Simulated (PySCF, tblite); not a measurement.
# C6H10OSSi: geometry, infrared bands and NMR shifts

What infrared bands and NMR shifts should C6H10OSSi (`C=C(C#C[SiH2]C)[S@@](C)=O`) show?

Programs: tblite 0.8.0 and PySCF 2.14.0, with density-fitted response routines of our own. Each step states its level of theory. These are calculated values for one molecule in the gas phase, unless marked as measured. Atoms are numbered from 0 throughout.

## Step 1: The molecule as given

19 atoms, charge 0, multiplicity 1; geometry from: force field or distance geometry start.

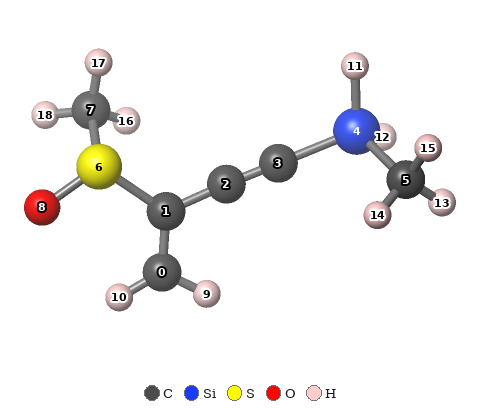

The starting geometry (carbon dark grey, silicon blue, sulfur yellow, oxygen red, hydrogen pink), atoms numbered.

## Step 2: Geometry optimisation with GFN2-xTB

The job: settings as JSON, then the geometry in Å.

```
{"job": {"kind": "relax", "xc": "GFN2-xTB", "basis": "xTB"}, "charge": 0, "multiplicity": 1}
C      1.534800     1.639900    -1.454600
C      1.389400     0.848400    -0.390700
C      0.118600     0.210300    -0.234200
C     -0.978800    -0.288700    -0.128600
Si    -2.632400    -1.045900     0.045400
C     -3.853100     0.369700    -0.022100
S      2.722800     0.597700     0.764600
C      3.102100    -1.161500     0.708100
O      3.949300     1.348300     0.305200
H      0.635400     1.708000    -2.072500
H      2.442200     2.167500    -1.667500
H     -2.682900    -1.783500     1.295900
H     -2.949400    -1.947800    -1.070900
H     -4.508800     0.222500    -0.898500
H     -3.332300     1.358100    -0.088800
H     -4.467700     0.343000     0.915800
H      2.491900    -1.631800    -0.118200
H      2.853300    -1.634900     1.687700
H      4.155900    -1.310200     0.431500
```

Run with:

```bash
> OMP_NUM_THREADS=1 python probes_run.py task.json out
```

One launch serves the whole session: the jobs run in the order shown.

**Question.** This job is followed by: GFN2-xTB harmonic vibrations, gas phase; GIAO PBE0/pcSseg-1 NMR shielding, non-relativistic, gas phase. Predict these results of the whole session: strongest single infrared mode (GFN2-xTB); zero-point energy (GFN2-xTB); ¹³C shifts against TMS (PBE0/pcSseg-1); ¹H shifts against TMS (PBE0/pcSseg-1, means over atoms taken as alike); ²⁹Si shifts against TMS (PBE0/pcSseg-1); ³³S shifts against CS2 (PBE0/pcSseg-1); ¹⁷O shifts against H2O (PBE0/pcSseg-1).

**Answer**, as computed:

```
                                                              quantity                                       value
                             strongest single infrared mode (GFN2-xTB)                       2206 cm⁻¹, 451 km/mol
                                          zero-point energy (GFN2-xTB)                               84.7 kcal/mol
                                ¹³C shifts against TMS (PBE0/pcSseg-1)  152.2, 132.3, 111.8, 107.6, 48.7, -4.8 ppm
¹H shifts against TMS (PBE0/pcSseg-1, means over atoms taken as alike)      6.68, 6.67, 4.61, 4.54, 2.54, 0.38 ppm
                               ²⁹Si shifts against TMS (PBE0/pcSseg-1)                                   -69.1 ppm
                                ³³S shifts against CS2 (PBE0/pcSseg-1)                                     333 ppm
                                ¹⁷O shifts against H2O (PBE0/pcSseg-1)                                    77.4 ppm
```

Over 202 steps the energy fell by 0.711 eV; of the close pairs, C1–S6 changed most, 1.782 to 1.852 Å. The lowest mode is slightly imaginary (5i cm⁻¹), a soft motion within the noise of the Hessian, so the minimum is not strictly shown. The strongest single mode, at 2206 cm⁻¹, moves mainly H11 and H12. GFN2-xTB is a fitted tight-binding method: band positions and strengths are rough. Its intensities can rank the bands wrongly. The most deshielded carbon is C1 (fully substituted alkene carbon), at 152.2 ppm: the olefinic region. At PBE0/pcSseg-1: The widest tensor belongs to O8: span 422 ppm, with a paramagnetic part of -134 ppm.
